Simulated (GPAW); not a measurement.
# Quasiparticle gap of LiF (Griceite) in GPAW, part 2 of 2

Wanted: ground state, empty states, screening and self-energy for LiF (Griceite).

GPAW 26.7.0; PBE and many-body steps on it, plane waves. Known limits of the many-body steps: not at the basis limit.

So far. Step 3 (Bands along the symmetry lines): The gap is 9.068 eV, −0.002 eV from the run before at this level. Step 4 (Empty states on the mesh, 6×6×6 mesh, 61 bands): On this mesh the gap is 9.070 eV.

## Step 5: Screening and self-energy, 6×6×6 mesh, 51 bands, screening to 125 eV

G0W0 replaces the xc potential by the self-energy, built once from these orbitals. Only a window of levels is corrected, while the sums run over the empty bands that the input names.

This step: G0W0 on PBE, plane waves, PAW.

Input file run.py:

```python
import json
import numpy as np
from gpaw.mpi import world
from gpaw.response.g0w0 import G0W0

gw = G0W0('full.gpw',
    filename='gw',
    kpts=[0],
    bands=(2, 6),
    ecut=125,
    nbands=51,
    integrate_gamma='WS',
    ppa=True)
gw.calculate()
res = {mode: {k: v for k, v in r.items() if k != 'sigma_eskwn'}
       for mode, r in gw.all_results.items()}

if world.rank == 0:
    with open('result.json', 'w') as f:
        json.dump(res, f, default=lambda x: x.tolist())
```

Command:

```sh
$ mpirun -n 4 gpaw python run.py
```

Numbers of over 12 decimals in the logs are rounded to 6 here.

Log:

```text
Using integrator: PointIntegrator
FrequencyGridDescriptor(from 0.000+0.000j to 0.000+27.211j eV, 2 points)
Nonperiodic BCs:  [False False False]
Using integrator: PointIntegrator
FrequencyGridDescriptor(from 0.000+0.000j to 0.000+27.211j eV, 2 points)
Nonperiodic BCs:  [False False False]
  ___  _ _ _
 |   || | | |
 | | || | | |
 |__ ||_____|
 |___|

BZ k-points: Symmetries present (total): 48

  [... matrices ...]
216 k-points: 6 x 6 x 6 Monkhorst-Pack grid + [1/12,1/12,1/12]
16 k-points in the irreducible part of the Brillouin zone
       k-points in crystal coordinates                weights
   0:     0.00000000    0.00000000    0.00000000          1/216
   1:     0.16666667    0.16666667    0.00000000          6/216
   2:     0.16666667    0.16666667    0.16666667          8/216
   3:     0.33333333    0.16666667    0.16666667         12/216
   4:     0.33333333    0.33333333   -0.33333333         12/216
   5:     0.33333333    0.33333333    0.00000000          6/216
   6:     0.33333333    0.33333333    0.16666667         24/216
   7:     0.33333333    0.33333333    0.33333333          8/216
   8:     0.50000000    0.33333333   -0.33333333         24/216
   9:     0.50000000    0.33333333   -0.16666667         12/216
          ...
  15:     0.50000000    0.50000000    0.50000000          4/216

Distributing spins, k-points and bands (1 x 1 x 4) over 4 processes
Number of blocks: 1

Quasi particle states:
k-points (IBZ indices): [0]
Band range: (2, 6)
  [... matrices ...]
Computational parameters:
Plane wave cut-off: 125 eV
Number of bands: 51
Coulomb cutoff: None
Broadening: 0.1 eV

fxc modes: GW
Kernel: RPA
Using Godby-Needs plasmon-pole approximation:
  Fitting energy: i*E0, E0 = 1.000 Hartree
Summing all q:

Calculating screened Coulomb potential
No Coulomb truncation
FrequencyGridDescriptor(from 0.000+0.000j to 0.000+27.211j eV, 2 points)
Removing empty qpoint cache files...

Calculating chi0 body with:
    Ground state adapter containing:
    Number of spins: 1
    Number of kpoints: 216
    Number of irreducible kpoints: 16
    Number of completely occupied states: 4
    Number of partially occupied states: 4
    Occupied states memory: 0.35595703125 M / cpu

    Linear response parametrization:
    q_c: [1.3877787807814457e-17, 1.3877787807814457e-17, 1.3877787807814457e-17]
    Number of frequency points: 2
    Planewave cutoff: 125.0
    Number of bands: 51
    Number of planewaves: 59
    Broadening (eta): 1e-06
    comm.size: 4
    kncomm.size: 4
    blockcomm.size: 1

    Memory estimate of potentially large arrays:
        chi0_wGG: 0.106232 M / cpu
Integrating chi0 body.

Symmetries of q_c:
    Direct symmetries (Uq -> q): 48
    Indirect symmetries (TUq -> q): 0
In total 48 allowed symmetries.

  [... matrices ...]
16 groups of equivalent kpoints. 92.592593% reduction.

Integral kind: response function
Integrating chi0 head and wings.

Symmetries of q_c:
    Direct symmetries (Uq -> q): 48
    Indirect symmetries (TUq -> q): 0
In total 48 allowed symmetries.

  [... matrices ...]
16 groups of equivalent kpoints. 92.592593% reduction.

Integral kind: response function wings

Calculating chi0 body with:
    Ground state adapter containing:
    Number of spins: 1
    Number of kpoints: 216
    Number of irreducible kpoints: 16
    Number of completely occupied states: 4
    Number of partially occupied states: 4
[... the further q-points ...]

Results:
f:      Occupation numbers
eps:     KS-eigenvalues [eV]
vxc:     KS vxc [eV]
exx:     Exact exchange [eV]
sigma:   Self-energies [eV]
dsigma:  Self-energy derivatives
Z:       Renormalization factors
qp:      QP-energies [eV]

k-point 0 (0): (0.000, 0.000, 0.000)                GW
band       f     eps     vxc     exx   sigma  dsigma       Z      qp
                                                                   GW
   2   1.000  -0.676 -24.228 -31.854   4.640  -0.214   0.824  -3.136
   3   1.000  -0.676 -24.228 -31.854   4.640  -0.214   0.824  -3.136
   4   0.000   8.393 -12.400  -7.509  -3.004  -0.121   0.892  10.078
   5   0.000  23.528  -9.361  -2.968  -3.783  -0.144   0.874  25.809
```

Run time: 16 s. Hardware: 4 MPI ranks of Arm Neoverse V2, shared host; peak memory 0.89 GiB.

Numbers from this step:

* G0W0 gap on the points computed: 13.21 eV
* least direct G0W0 gap on the computed points: 13.21 eV
* Z at the valence top: 0.8236
* Z at the conduction bottom: 0.8923
* starting gap on the mesh: 9.070 eV
* k of the valence top: 0, 0, 0
* k of the conduction bottom: 0, 0, 0

The gap on the mesh goes from 9.07 eV to 13.21 eV, a correction of +4.14 eV.

Limits: finite bands, cutoff and mesh. v1 is the top filled band, c1 the lowest empty one. The levels before and after the correction (eV, zero at the valence-band top of each column):

```
           conduction bottom  valence top
Kohn-Sham               9.07         0.00
     G0W0              13.21         0.00
```

```
             level  energy (eV)
Kohn-Sham  Γ v2-v1        0.000
Kohn-Sham     Γ c1        9.070
Kohn-Sham     Γ c2       24.204
     G0W0  Γ v2-v1        0.000
     G0W0     Γ c1       13.213
     G0W0     Γ c2       28.945
```

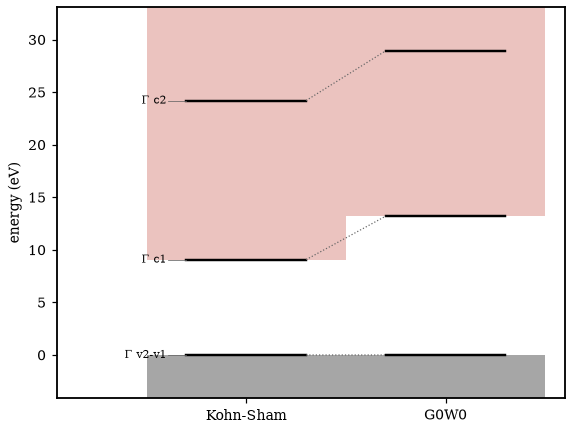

Levels before and after the correction. Shaded: valence and conduction bands.

## Step 6: Where the time went

Times are wall times on 4 MPI ranks of Arm Neoverse V2, shared host, good to a factor of about two.

```
                          step   time  share  memory (GiB)
                  ground state  4.3 s   15 %          0.58
bands along the symmetry lines  3.9 s   14 %          0.51
      empty states on the mesh  3.9 s   14 %          0.52
     screening and self-energy   16 s   57 %          0.89
```

## Step 7: Results

```yaml
pbe_gap: 9.07 eV, indirect (only 2 meV under the direct gap)
g0w0_gap_on_the_mesh: 13.21 eV
gw_settings: 6×6×6 mesh, 51 bands, screening to 125 eV, Godby-Needs plasmon pole
known_limits: not at the basis limit
```

**Reading.** G0W0 moves the gap on the mesh from 9.07 eV to 13.21 eV (+4.14 eV), with Z of 0.82 and 0.89 at the edges. Only 1 of the mesh's irreducible points was corrected, so a valley elsewhere could overtake. The dearest step here is «screening and self-energy». Bands and cutoff are finite, so the gap is not at the basis limit. The miss can reach some tenths of an eV and take either sign; the mesh is an error of its own. These stock PAW sets were not made for GW. In the G0W0 run levels were corrected at 1 k point alone, so a gap called «on the mesh» is the least over those, and an edge elsewhere would be missed.

[Paths, hosts, dates, memory and timing lines, banners, echoed tables and standing remarks are left out of the program output.]

[Logs are printed without paths, hosts, clocks, repeated set-up lines and the standing remarks that a program may print on its own settings, such as how far it seeks lower states.]

[Runs of the session that timed out or met a known fault of the program may be left out.]

[Hosts, paths, dates, database ids (printed as entryN), source tags and the programs' standing remarks are cut or masked in the printed files.]
